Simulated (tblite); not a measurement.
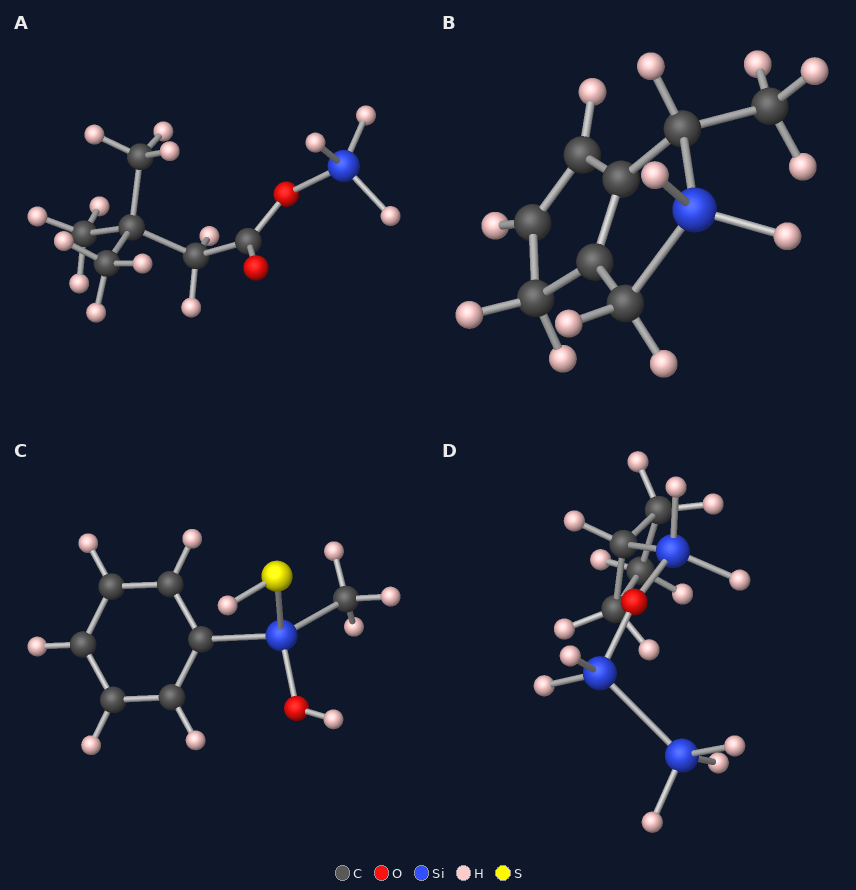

Figure made from data computed with tblite.

**Which panel belongs to which SMILES?**
(1) CC(C)(C)CC(=O)O[SiH3]
(2) [SiH3][SiH2]O[SiH2]C1CCC1
(3) C[C@@H]1[SiH2]CC2=C1C=CC2
(4) C[Si@@](O)(S)c1ccccc1

A is (1), B is (3), C is (4), D is (2).
